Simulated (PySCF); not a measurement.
```xyz
2

Sn    0.0000    0.0000   -0.2051
N     0.0000    0.0000    1.7559
```

⟨S²⟩ = 0.86, above the pure value of 0.75.

Level of theory: PBE0/x2c-TZVPPall, spin-free X2C-1e, Gaussian nucleus, at a bond length of 1.961 Å in PySCF.

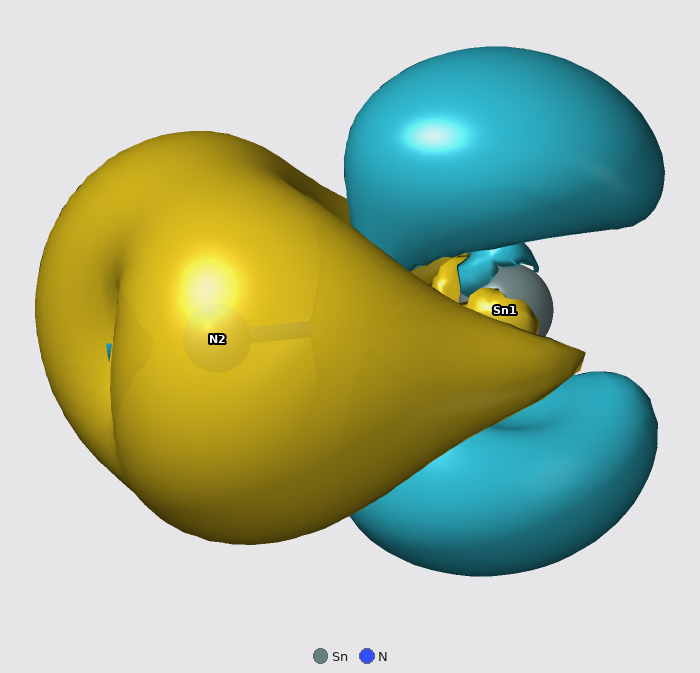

SnN (doublet). Isosurfaces of the spin density (α minus β) at +0.015 (yellow) and −0.015 e/Å³ (cyan), seen from one side.

### Where is the unpaired spin?

The unpaired spin (1 electron) lies mostly on N2 (about 1.1), in electrons by Hirshfeld's partition, with opposite, polarisation-induced spin on Sn1.
